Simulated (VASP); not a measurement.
Band structure of Pd (space group P6/mmm). Method: PBE GGA, VASP's PBE PAW potentials (set 64) (plane waves; VASP).

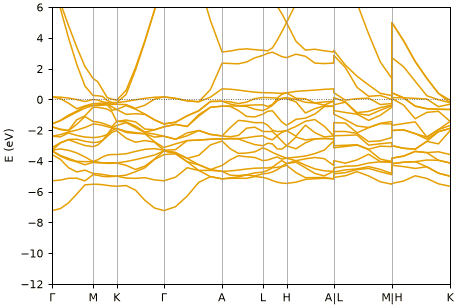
Figure. Bands along high-symmetry lines, zero at the valence-band maximum or, without a gap, the Fermi level

Read the plot: is there a gap, and where are the band edges?

It has no gap at this level: it comes out as a metal or semimetal.

The structure was generated: Pd was put into an ordered model structure, which need not be its known phase. The cell was not relaxed at this level.
